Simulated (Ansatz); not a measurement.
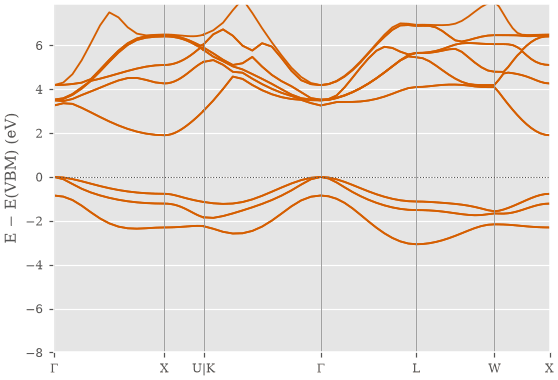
Fig. 1. Band structure from the program Ansatz at the r²SCAN with spin–orbit coupling level (PAW)

### Question
Read off the gap and where the band edges lie.

### Answer
About 1.9 eV (1.90 eV by a search for the band edges); maximum at Γ, minimum at X.

The material is SrTe (rock salt, Fm-3m).

The r²SCAN relaxation kept the symmetry of its start.

Potentials: the later of the program's two PAW sets.
